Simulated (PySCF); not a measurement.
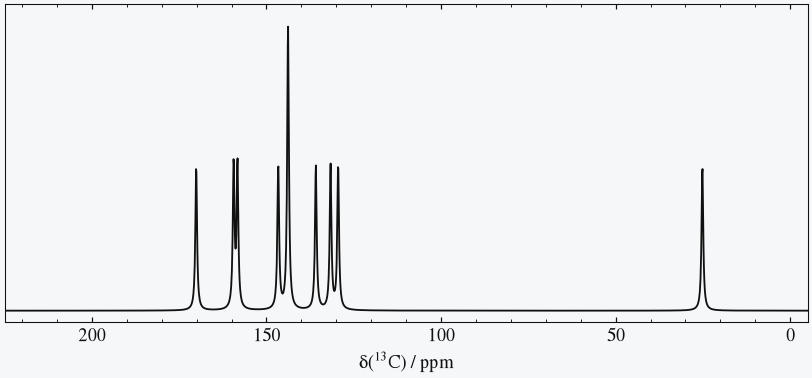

GIAO shifts, B3LYP/pcSseg-2 in PySCF, at a PBE0-D3(BJ)/def2-SVP geometry (no frequency check), against TMS for ¹³C computed at the same level. Gas phase, fully decoupled, line heights follow the number of nuclei, widths are arbitrary (no quadrupolar broadening); values of one conformer, averaged over methyl-type rotors and exact or near symmetry; other conformers aren't averaged in.

Question: Which molecule was computed?
A. C₁₀H₁₁N, SMILES C=C(C)/C=C\c1ccccn1
B. C₅H₃F₃O₂S₂, SMILES O=S(=O)(c1cccs1)C(F)(F)F

Answer: A. Its ¹³C signals: 170.1 (1 C), 159.4 (1 C), 158.3 (1 C), 146.6 (1 C), 143.8 (1 C), 143.8 (1 C), 135.8 (1 C), 131.6 (1 C), 129.5 (1 C), 25.1 (1 C) ppm.
